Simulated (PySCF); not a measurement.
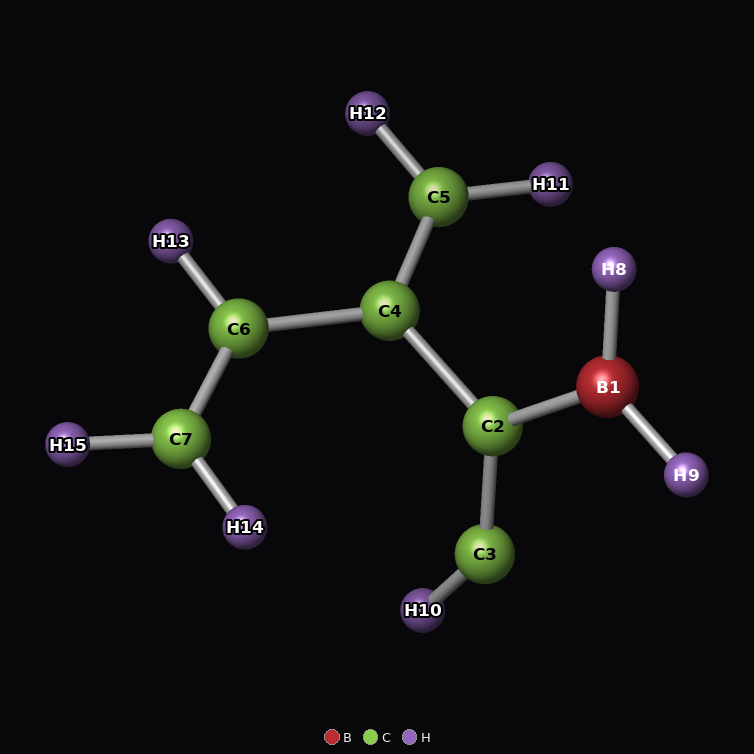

Charge 0, doublet. The computed structure is the end point of a GFN2-xTB optimisation. No frequency run is at hand to confirm it as a minimum. Level of theory: UKS B3LYP, pcH-1 on B C H, non-relativistic (PySCF 2.14.0). Fermi-contact and spin-dipolar terms alone, no spin-orbit part.

Question. Which nucleus has the largest dipolar (anisotropic) hyperfine coupling?

Answer. 13C at C3: principal values −82.8, −58.9, 141.7 MHz.

List the isotropic and dipolar parts for the most strongly coupled nuclei, one of each equivalent set.

| atom | isotope | a_iso (MHz) | dipolar part (MHz) |
| --- | --- | --- | --- |
| C3 | 13C | 327.6 | −82.8, −58.9, 141.7 |
| H10 | 1H | 62.1 | −32.1, −8.0, 40.1 |
| C2 | 13C | 14.6 | −17.9, 4.4, 13.5 |
| C4 | 13C | 79.5 | −9.1, −6.9, 16.0 |
| B1 | 11B | 53.9 | −6.1, −2.5, 8.7 |
| H9 | 1H | −1.1 | −4.7, −3.0, 7.7 |
| H14 | 1H | 1.3 | −3.6, −2.6, 6.2 |
| H8 | 1H | 12.7 | −2.5, −1.0, 3.5 |

The geometry is semi-empirical. Around B such bond lengths and angles can be off by a tenth of an ångström or more and by several degrees, and values that hang on the shape move with them.
